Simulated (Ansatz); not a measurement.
## Response to strain in Al2Pt

Start from Al2Pt (space group Fm-3m, No. 225; a = 5.897 Å; relaxed with 0.1 eV smearing). Axes: x, y, z lie along the cube axes.

Strains are applied to the cell and any free atomic positions relax; under biaxial strain the out-of-plane vector relaxes too.

Calculations: Kohn–Sham DFT with the PBEsol functional, run in Ansatz (an electronic-structure program) with PAW and 420 eV plane waves, no spin-orbit coupling.

Notes on the quantities. energy relative to the base: free energy F.

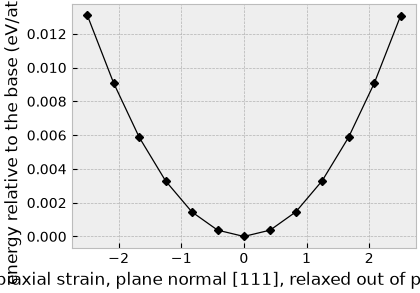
Figure: Energy relative to the base against biaxial strain, plane normal [111], relaxed out of plane

**Question.** From the plot, what is the energy relative to the base for biaxial strain −2.50 %, plane normal [111], relaxed out of plane?

**Answer.** About 0.013 eV/atom.

**Question.** Is the trend monotonic over the range shown?

**Answer.** No, it turns within the range, spanning 0 meV/atom to +13 meV/atom.

No phonon test of stability was made. The final runs are not spin-polarised.
